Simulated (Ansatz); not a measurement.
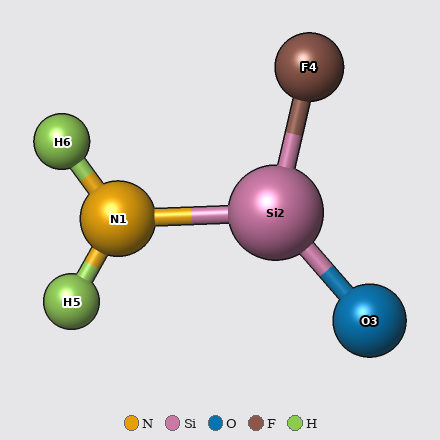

The system is FH₂NOSi, SMILES N[Si](=O)F; the picture shows the reference structure. First axis: bond length N1–Si2. Second axis: dihedral H5–N1–Si2–O3. Nothing is relaxed (all other coordinates rigid). Grid: 13 × 12 points; 93 points were computed and 63 follow by symmetry. Points are written as (first, second). All energies are given in kJ/mol relative to the relaxed molecule at the same level. The reference is spin-restricted, which grows unreliable where a bond is stretched far. Computed with RKS PBE0-D4/def2-TZVP in Ansatz 0.2.0.

Its coordinates:

```xyz
6

N    -0.2625    0.8228   -0.1661
Si    0.2845   -0.6980    0.2296
O     1.1631   -1.1108    1.3828
F    -0.3126   -1.6593   -0.8706
H    -0.0224    1.6300    0.3833
H    -0.8501    1.0153   -0.9590
```

Range: bond length N1–Si2 from 1.364 to 2.496 Å; dihedral H5–N1–Si2–O3 from −180 to 150°.

Q: What landscape does the calculation give?

A: The lowest grid point is at (1.647 Å, 0°), 0.5 kJ/mol from the relaxed molecule at the same level; the map holds 2 wells of about this depth. The highest grid point, (2.496 Å, −90°), lies 391 kJ/mol above the lowest. On the interpolated surface the easiest way out of the lowest well to a well of about the same depth near (1.647 Å, −180°) passes a barrier of about 58 kJ/mol. Round the minimum the two coordinates are nearly uncoupled.

```
dihedral H5–N1–Si2–O3 ↓, bond length N1–Si2 →  1.364  1.459  1.553  1.647  1.742  1.836  1.930  2.025  2.119  2.213  2.307  2.402  2.496
                                          150    285    121     41     15     22     50     90    137    187    237    286    334    379
                                          120    325    157     74     44     48     73    110    155    202    250    298    344    387
                                           90    346    177     92     60     62     85    121    164    210    257    304    349    391
                                           60    325    157     74     44     48     73    110    155    202    250    298    344    387
                                           30    285    121     41     14     22     49     90    137    187    237    286    334    379
                                            0    266    104     26      1      9     39     80    129    179    231    281    330    375
                                          −30    285    121     41     14     22     49     90    137    187    237    286    334    379
                                          −60    325    157     74     44     48     73    110    155    202    250    298    344    387
                                          −90    346    177     92     60     62     85    121    164    210    257    304    349    391
                                         −120    325    157     74     44     48     73    110    155    202    250    298    344    387
                                         −150    285    121     41     15     22     50     90    137    187    237    286    334    379
                                         −180    267    104     26      1      9     39     80    129    180    231    281    330    375
```

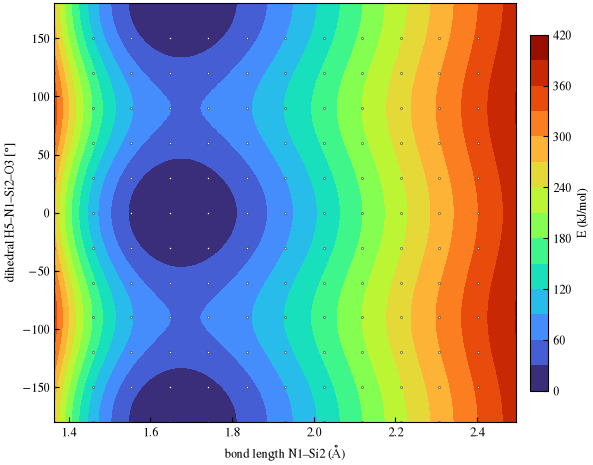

The picture shows filled contours, dots at the grid points. Between grid points the surface is interpolated.

The whole map (93 points run) took 6.6 min on 1 thread of Arm Neoverse V1, with other jobs on the host.
